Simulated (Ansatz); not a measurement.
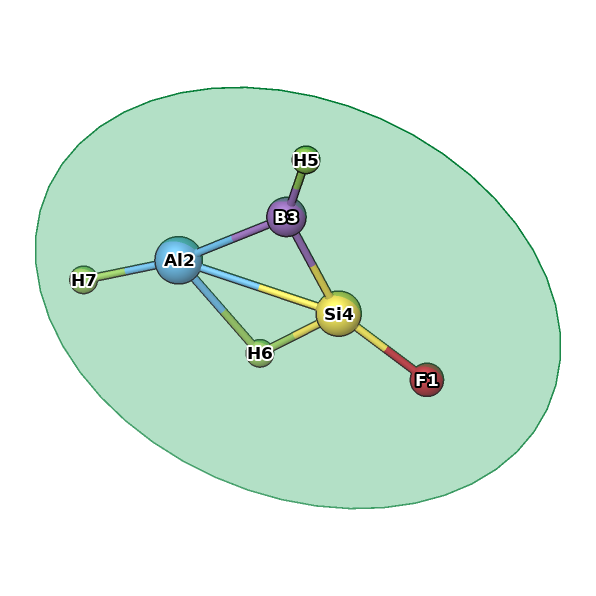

A disc through the centre of mass is drawn in. Distant atoms are faded towards the background colour. The geometry was computed by an optimisation with PBE-D4/def2-SVP. No frequency run is at hand to confirm it as a minimum.

Is the plane of the disc a mirror plane of the structure?

Answer. Yes. The reflection leaves F1, Al2, B3, Si4, H5, H6, H7 in place. The point group is Cs.
